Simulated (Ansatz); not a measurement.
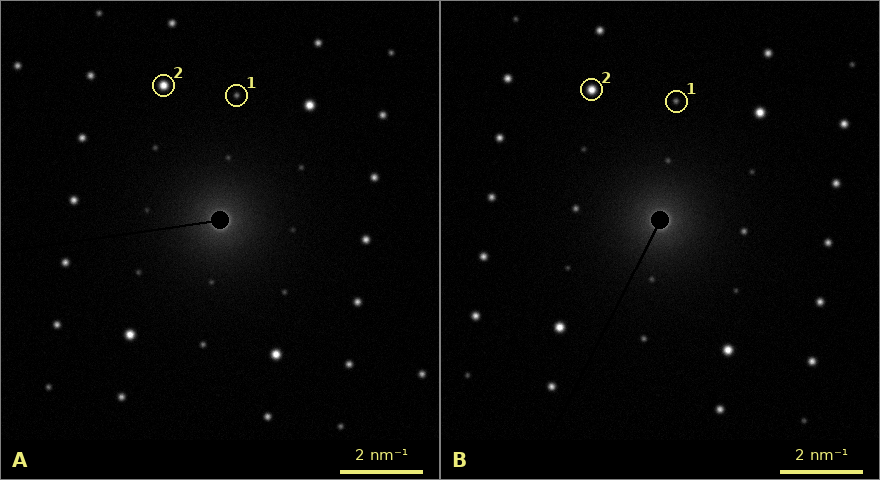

Kinematic electron diffraction patterns (300 kV, B = 0.5 Å², same scale) along [100] of the run's own cell, for the start and the end of one relaxation of SiSn2 with DFT PBE, scalar-relativistic, plane waves, PAW (Ansatz 0.2.0). k mesh 10×6×8. The start is a generated model structure, and the relaxation ends in the nearest stationary point of its symmetry, not necessarily the ground state. Spot 1 is 0 -2 0 and spot 2 is 0 -2 -1 in both.

Start structure:

```
CELL_PARAMETERS angstrom
4.60363 0.00000 0.00000
0.00000 6.80516 0.00000
-2.01896 0.00000 4.80278
ATOMIC_POSITIONS crystal
Si 0.99229 0.82188 0.01479
Si 0.99229 0.17812 0.01479
Sn 0.64685 0.00000 0.37609
Sn 0.72604 0.50000 0.24527
Sn 0.32066 0.27214 0.67508
Sn 0.32066 0.72786 0.67508
```

**Which pattern belongs to the start structure, and which to the relaxed one?**

B is the start: its cell gives d(1) = 3.403 Å, d(2) = 2.776 Å and an angle of 35.3°. A is the relaxed structure, with d(1) = 3.243 Å (-4.7 %), d(2) = 2.798 Å (+0.8 %) and 30.4°.

**Name reflections whose intensity changes strongly on relaxation.**

0 0 2 goes from 16 to 29 % of the strongest spot.

**Summarise the relaxation behind the change.**

The volume changed by +2.5 % to 25.70 Å³ an atom; with the mean shift removed, the atoms moved by up to 0.28 Å relative to the cell (Sn most); the space group stayed Pm (No. 6); the free energy fell by 24 meV an atom. Relaxed cell: a = 4.297 Å, b = 6.485 Å, c = 5.849 Å, α = 90.00°, β = 108.95°, γ = 90.00°.
